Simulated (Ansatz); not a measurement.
# CoSi2 (111): surface energy and levels, part 1 of 2

The task, for CoSi2: compute energy, relaxation and work function or band edges of the (111) face.

The COD entry's cell or inner coordinates are ideal or old and differ from later refinements, so a difference from it is no clean test against experiment.

Method: DFT PBEsol, scalar-relativistic, plane waves, PAW, in Ansatz 0.2.0.

1 further run of the same task is left out (set aside as unsound or not needed).

### 1 The structure to begin with

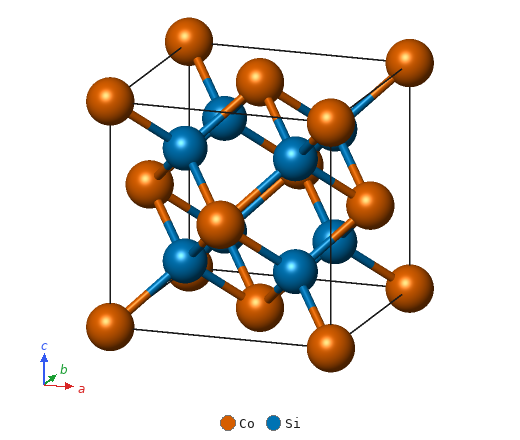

Start, viewed slightly off an axis; cobalt orange, silicon blue. Atoms on the faces are drawn again on the opposite ones. The cell drawn here is the conventional one.

Coordinates:

```cif
data_structure
_symmetry_space_group_name_H-M 'Fm-3m'
_symmetry_Int_Tables_number 225
_cell_length_a 5.3125
_cell_length_b 5.3125
_cell_length_c 5.3125
_cell_angle_alpha 90.000
_cell_angle_beta 90.000
_cell_angle_gamma 90.000
_cell_volume 149.93
loop_
_atom_site_label
_atom_site_type_symbol
_atom_site_symmetry_multiplicity
_atom_site_Wyckoff_symbol
_atom_site_fract_x
_atom_site_fract_y
_atom_site_fract_z
_atom_site_occupancy
Co1 Co 4 a 0.00000 0.00000 0.00000 1
Si1 Si 8 c 0.25000 0.75000 0.75000 1
```

This cell was relaxed beforehand with the same method: volume 12.49 Å³/atom, gap on the mesh none (metal).

### 2 The bulk in the cell of the plane

Contents of input.yaml:

```yaml
crystal:
  lattice:
    - [3.756488418, 0.0, 0.0]
    - [-1.878244209, 3.253214399, 0.0]
    - [1.878244209, 1.0844047997, 3.0671599496]
  atoms:
    - { symbol: Co, position: [0.0, 0.0, 0.0] }
    - { symbol: Si, position: [0.5, 0.75, 0.75] }
    - { symbol: Si, position: [0.5, 0.25, 0.25] }
basis:
  ecutwfc: 420
kpoints:
  mp_grid: { grid: [9, 9, 11] }
hamiltonian:
  xc: pbesol
scf:
  occupations: { method: gaussian, width: 0.1 }
output:
  forces: true
  stress: true
  eigenvalues: true
```

Launch:

```bash
$ ansatz run input.yaml --threads 2 --pin off --max-ram 5120MiB --backend cpu --events-out ev --progress --plain --runs-dir out
```

Log, cut to the lines that bear on the results:

```text
Warning: crystal.symmetry: narrowed to the stabiliser of the k-point mesh — unitary ops 48 → 4; excluded 44 operations that carry a point of the 9×9×11 mesh (shift [0, 0, 0]) off the mesh (the run samples exactly the mesh kpoints.mp_grid names, as under crystal.symmetry.detect: false, and [...]
Warning: RAYON_NUM_THREADS=2 ignored (pool sized by the plan → 2); use --threads N
[...]
Pseudopotentials: kind: paw
Pseudopotential: Co, paw, valence charge 17, recommended cutoff 420 eV (normal), Co.paw.azcp
Pseudopotential: Si, paw, valence charge 4, recommended cutoff 420 eV (normal), Si.paw.azcp
Functional definition: PBEsol
[...]
Crystal: 3 atoms, lattice volume = 37.483 Å³
Basis set: ecut = 420 eV, 725 PW (Γ), exchange–correlation on 54×54×54 points (8 copies of the dense FFT grid, shifted against one another)
Bands: 17, of which v1, the nominal top of the filled ones, is band 13 counted from 1 (12 counted from 0)
Symmetry: 4 space group operations
k-points: 250 of 891
[...]
SCF iter   1: F=—  HF=-6337.731007 eV  |F-HF|=—  |Δ(HF+E_count)|=         —  Δρ=1.79e-2  dr2=8.40e-2  ethr=1.77e-3  ⟨swp⟩=5.0  Hψ=21952  notcnv=0
[...]
SCF iter   8: F=-6337.722712 eV  HF=-6337.722712 eV  |F-HF|=4.78e-9  |Δ(HF+E_count)|=   9.53e-9  Δρ=4.97e-6  dr2=6.56e-9  ethr=4.00e-10  ⟨swp⟩=4.8  Hψ=13894  notcnv=0
[...]
SCF converged after 8 iterations
Free energy (F): -6337.722712 eV
[...]
E sigma→0 (E₀):  -6337.720229 eV
Entropy (-TS):   -0.004965 eV (-1.655 meV/atom)
Fermi energy:    13.172604 eV
[...]
--- Forces (eV/Å), atoms counted from 1 ---
  atom   1  Co     0.00000000     0.00000000    -0.00000000
  atom   2  Si     0.00287560     0.00166023    -0.00780300
  atom   3  Si    -0.00287560    -0.00166023     0.00780300
[...]
--- Stress (GPa, compression-positive) ---
       -0.028600      -0.007220      -0.010328
       -0.007220      -0.020263      -0.005963
       -0.010328      -0.005963       0.035017
  P = ⅓ Tr σ = -0.0046 GPa (-0.046 kbar)
--- Band table (eV; the first three rows and the last of 250) ---
  k-point 0: bands = ["-81.3052", "-44.7683", "-44.7647", "-44.7634", "-0.1431", "8.9800", "8.9810", "8.9812", "11.1955", "11.1965", "14.1976", "16.5927", "16.5934", "16.5937", "16.7265", "16.7281", "16.7285"]
[...]
```

Run time: 2.1 s. Hardware: 2 threads of AMD EPYC 9R45 (Zen 5), shared host; peak memory 0.49 GiB.

Bulk reference and slab share their plane, in-plane mesh and smearing. Its energy with the smearing taken to zero: -2112.5734 eV/atom.

### 3 Cutting the (111) slab

Planes are indexed in the bulk's conventional cell (Fm-3m (No. 225)), a = 5.312 Å, b = 5.312 Å, c = 5.312 Å, α = 90.00°, β = 90.00°, γ = 90.00°.

Cut from the relaxed bulk: a (111) slab, 13.8 Å thick as cut, with 15 Å of vacuum; its outer planes are Si (top) and Si (bottom).

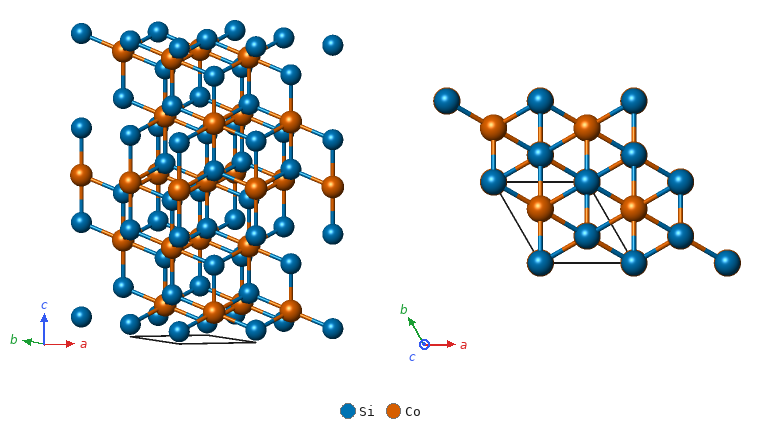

The slab as cut, seen from the side (left, normal up) and from above (right); silicon blue, cobalt orange. 2×2 surface cells are drawn, with atoms on the cell's edges repeated; the outline under the slab is one cell, and the vacuum is left out.

### 4 The slab as cut, atoms at the bulk's places

The cell repeats along c, and a dipole correction in the vacuum removes the field between the copies.

Contents of input.yaml:

```yaml
crystal:
  lattice:
    - [3.756488418, 0.0, 0.0]
    - [-1.878244209, 3.253214399, 0.0]
    - [0.0, 0.0, 28.8022197732]
  atoms:
    - { symbol: Si, position: [0.0, 0.0, 0.2603965965] }
    - { symbol: Co, position: [0.6666666667, 0.3333333333, 0.2870191969] }
    - { symbol: Si, position: [0.3333333333, 0.6666666667, 0.3136417973] }
    - { symbol: Si, position: [0.6666666667, 0.3333333333, 0.366886998] }
    - { symbol: Co, position: [0.3333333333, 0.6666666667, 0.3935095984] }
    - { symbol: Si, position: [0.0, 0.0, 0.4201321988] }
    - { symbol: Si, position: [0.3333333333, 0.6666666667, 0.4733773996] }
    - { symbol: Co, position: [0.0, 0.0, 0.5] }
    - { symbol: Si, position: [0.6666666667, 0.3333333333, 0.5266226004] }
    - { symbol: Si, position: [0.0, 0.0, 0.5798678012] }
    - { symbol: Co, position: [0.6666666667, 0.3333333333, 0.6064904016] }
    - { symbol: Si, position: [0.3333333333, 0.6666666667, 0.633113002] }
    - { symbol: Si, position: [0.6666666667, 0.3333333333, 0.6863582027] }
    - { symbol: Co, position: [0.3333333333, 0.6666666667, 0.7129808031] }
    - { symbol: Si, position: [0.0, 0.0, 0.7396034035] }
basis:
  ecutwfc: 420
kpoints:
  mp_grid: { grid: [9, 9, 1] }
hamiltonian:
  xc: pbesol
scf:
  occupations: { method: gaussian, width: 0.1 }
output:
  forces: true
  stress: true
  eigenvalues: true
  write_density: true
  write_potential: true
  elf: true
  volumetric_format: npy
efield:
  axis: 3
  dipole_correction: true
```

Launch:

```bash
$ ansatz run input.yaml --threads 2 --pin off --max-ram 5120MiB --backend cpu --events-out ev --progress --plain --runs-dir out
```

Log, cut to the lines that bear on the results:

```text
Warning: RAYON_NUM_THREADS=2 ignored (pool sized by the plan → 2); use --threads N
[...]
Pseudopotentials: kind: paw
Pseudopotential: Si, paw, valence charge 4, recommended cutoff 420 eV (normal), Si.paw.azcp
Pseudopotential: Co, paw, valence charge 17, recommended cutoff 420 eV (normal), Co.paw.azcp
Functional definition: PBEsol
[...]
Crystal: 15 atoms, lattice volume = 351.982 Å³
Basis set: ecut = 420 eV, 6937 PW (Γ), exchange–correlation on 54×54×400 points (8 copies of the dense FFT grid, shifted against one another)
Bands: 78, of which v1, the nominal top of the filled ones, is band 63 counted from 1 (62 counted from 0)
Symmetry: 6 space group operations
k-points: 12 of 81 (time reversal used)
[...]
SCF iter   1: F=—  HF=-31686.019486 eV  |F-HF|=—  |Δ(HF+E_count)|=         —  Δρ=1.51e-2  dr2=2.08e0  ethr=1.77e-3  p=-0.000 e·Å  D=-2.65e-14 V/Å  ΔV_dip=0.00 eV  dr2_dipole=2.47e-7  V_vac-E_F(+/−)=4.77/4.77 eV  ⟨swp⟩=10.2  Hψ=5099  notcnv=0  defer=10
[...]
WARN: The output density's exchange-correlation potential varies sharply where the density is thin. Do not read a vacuum level from v_tot or v_xc, or from such a field of the output density. On a cell that repeats whose density bears no net charge and no dipole along the vacuum's axis use [...]
SCF converged after 10 iterations
Free energy (F): -31685.934904 eV
[...]
E sigma→0 (E₀):  -31685.918712 eV
Entropy (-TS):   -0.032385 eV (-2.159 meV/atom)
Fermi energy:    4.658424 eV
Dipole field:    D = 0.000000 V/Å  (p = 0.000001 e·Å, saw-weighted, corrected)
Work function:   Φ+ = 5.0201 eV   Φ− = 5.0201 eV
Levels:          The Fermi level and band energies are counted from a zero that moves with the ramp; work functions are not
[...]
--- Forces (eV/Å), atoms counted from 1 ---
  atom   1  Si    -0.00000000     0.00000000     0.56457883
  atom   2  Co     0.00000000     0.00000000    -0.43239525
  atom   3  Si     0.00000000     0.00000000     0.00431790
  atom   4  Si     0.00000000    -0.00000000    -0.35915314
  atom   5  Co    -0.00000000     0.00000000     0.24507859
  atom   6  Si     0.00000000     0.00000000    -0.01087292
  atom   7  Si     0.00000000    -0.00000000     0.06742418
  atom   8  Co    -0.00000000    -0.00000000    -0.00000066
[...]
--- Stress (GPa, compression-positive) ---
       -1.415609      -0.000000      -0.000000
       -0.000000      -1.415609       0.000000
       -0.000000       0.000000      -0.608003
  P = ⅓ Tr σ = -1.1464 GPa (-11.464 kbar)
--- Band table (eV; the first three rows and the last of 12) ---
[...]
```

Wall time 14 s (2 threads of AMD EPYC 9R45 (Zen 5), shared host); peak memory 0.84 GiB.

This gives work function 5.02 eV.

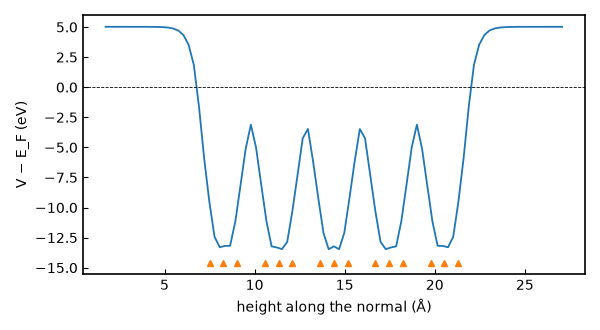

Plane-averaged electrostatic potential energy of an electron across the slab, counted from the Fermi level; triangles mark the atomic planes. The flat parts are the vacuum levels.

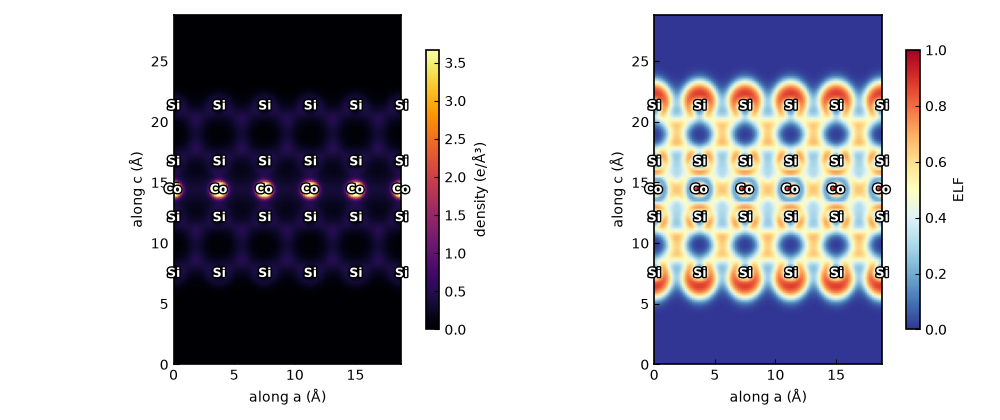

Density (left) and ELF (right) in a lattice plane of the grid's cell (edges 3.76 and 28.80 Å, at 0.000 of the third edge), which holds Si and Co. Only atoms in the plane are labelled; the density scale stops at 3.67 e/Å³. Both are smooth fields of the valence electrons: close to the nuclei they are not physical.

Outside the cores ELF peaks at 0.87 beside Si, off the lines to its neighbours, 1.1 Å from Si; 0.76 on the Si–Co line, 0.8 Å from Si.

(Continued in part 2 of 2.)
